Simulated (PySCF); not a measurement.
**C4H10OSi: density, localisation and related maps**

```xyz
16

C     2.4384    0.0224    0.2654
O     1.2677   -0.6700    0.5809
C     0.2065   -0.3829   -0.3131
C    -1.0799   -1.1241    0.0899
C    -2.0970    0.0310   -0.0049
Si   -0.6945    1.3211   -0.1456
H     2.8159   -0.2626   -0.7264
H     3.1766   -0.2371    1.0223
H     2.2688    1.1092    0.2701
H     0.5221   -0.6364   -1.3369
H    -1.3144   -1.9774   -0.5454
H    -0.9696   -1.4770    1.1136
H    -2.7674    0.0941    0.8490
H    -2.7158   -0.0495   -0.8971
H    -0.3879    2.0495    1.0832
H    -0.6773    2.1987   -1.3166
```

Geometry: GFN2-xTB.

These are results of B3LYP/def2-SVPD, SCF density, gas phase (PySCF 2.14.0), not measurements.

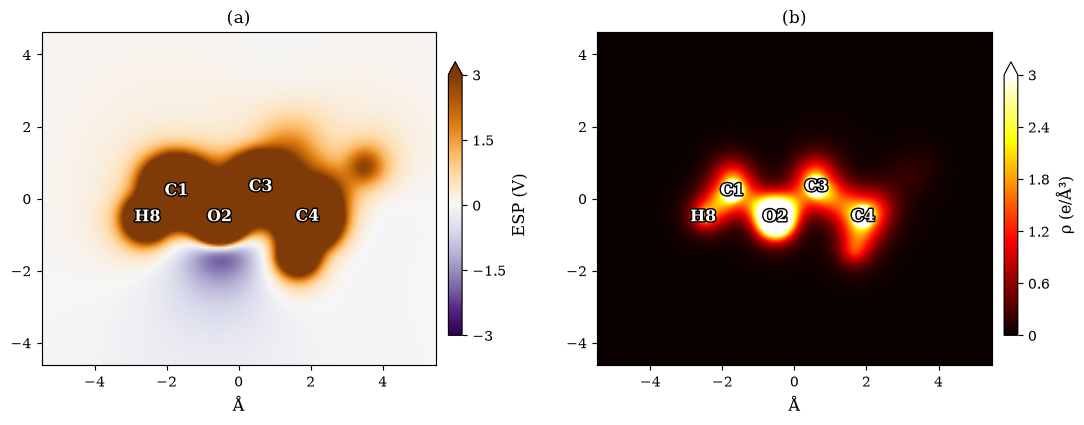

Figure 1. (a) molecular electrostatic potential; (b) electron density on the plane of atoms O2, C3 and C4.

Q: Interpret the plot.

A:
- The section cuts through C, O and H sites.
- C–O (1.40 Å): the density is about 2.1 e/Å³ at the midpoint, with its minimum of 1.8 e/Å³ about 0.5 Å from C.
- C–C (1.54 Å): ρ at the midpoint is about 1.7 e/Å³.
- C–H (1.09 Å): ρ at the midpoint is about 2 e/Å³.
- Outside the dense part of the molecule the potential is most negative (−1.9 V) near O2.

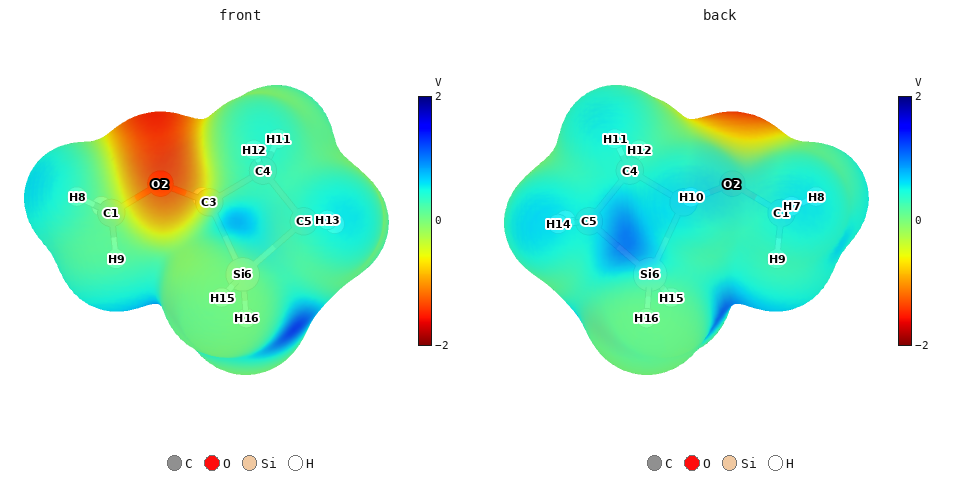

Figure 2. The molecular electrostatic potential painted on the density surface at 0.002 e/bohr³, seen from the front and from behind; the colour scale runs from red (negative) to blue (positive).

Q: Where is the surface potential most negative and most positive?

A: The most negative region (about −1.5 V) lies over O2, the most positive (about +1.1 V) over Si6. O2 is the likeliest acceptor of a hydrogen bond.
